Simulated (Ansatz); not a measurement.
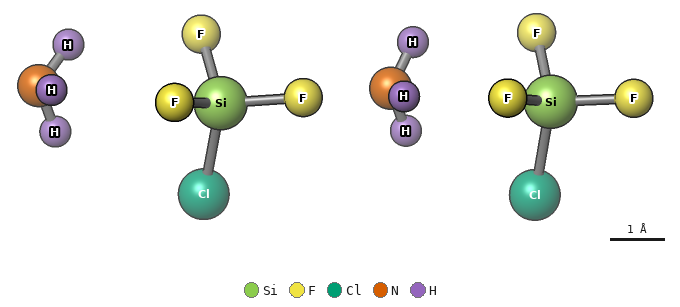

Two geometries of SiNH₃ClF₃, drawn at one scale. One is the start of a relaxation, the other its converged end. Style: ball-and-stick. Shown at a tilt.

The calculation used RKS PBE0-D4/def2-SVP in Ansatz. Settings: no spin polarisation; force threshold 0.03 eV/Å; at most 50 steps.

> Which of the two is the end point?

The left one is the relaxed one. The run prepares an end point of a later path (reaction) calculation, from a guessed geometry. Over 7 geometry steps the energy falls by 1.85 kcal/mol. The largest force component goes from 0.64 to 0.021 eV/Å. The largest move after the best rigid fit is that of an H atom, 0.27 Å. By element the largest moves are H 0.27 Å, N 0.23 Å, Si 0.19 Å, F 0.18 Å, Cl 0.17 Å. Some distances before and after: H–N 1.032 → 1.018 Å, Cl–Si 2.017 → 2.012 Å. Among the angles between lasting bonds that change: H–N–H 110.9° → 107.3°, F–Si–F 111.8° → 109.3°, Cl–Si–F 107.4° → 109.7°.
